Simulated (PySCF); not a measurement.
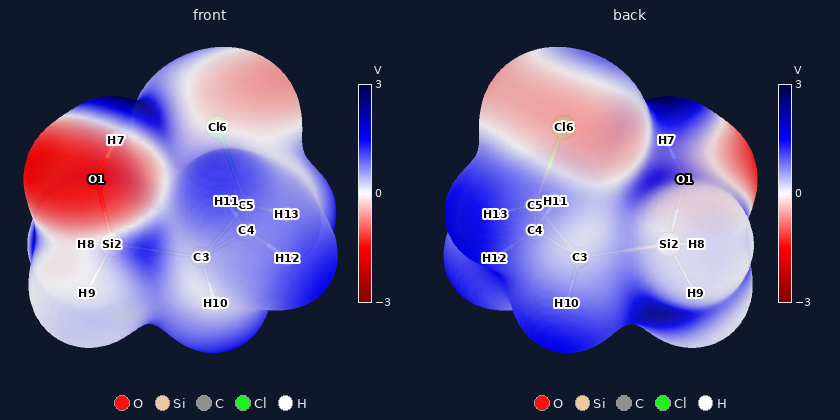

Figure. C3H7ClOSi. The molecular electrostatic potential painted on the density surface at 0.004 e/bohr³, seen from the front and from behind; the colour scale runs from red (negative) to blue (positive).

Geometry: GFN2-xTB.

The calculation used PBE0/def2-SVPD, SCF density, gas phase (PySCF).

Input file:

```
{"job": {"kind": "uv", "xc": "PBE0", "basis": "def2-SVPD", "nstates": 8, "ntriplets": 3}, "charge": 0, "multiplicity": 1}
O      1.793863     0.233348     1.525311
Si     1.554191     0.308123    -0.072770
C     -0.284801     0.156889    -0.514234
C     -1.331208     0.607750     0.471605
C     -1.188035    -0.837209     0.140430
Cl    -0.560152    -1.940513     1.361974
H      1.427360    -0.484581     2.041392
H      2.258140    -0.757663    -0.788292
H      2.006445     1.654586    -0.390389
H     -0.518380     0.335153    -1.557282
H     -0.992118     0.937343     1.442308
H     -2.213643     1.124289     0.121401
H     -1.956051    -1.337027    -0.434958
```

Run with:

```sh
OMP_NUM_THREADS=1 python probes_run.py task.json out
```

Q: Where is the surface potential most negative and most positive?

A: The most negative region (about −1.6 V) lies over O1, the most positive (about +2.7 V) over H7. Cl6 shows a σ-hole: about +0.8 V at the tip opposite its bond, against about −0.1 V on its flanks. O1 is the likeliest acceptor of a hydrogen bond.
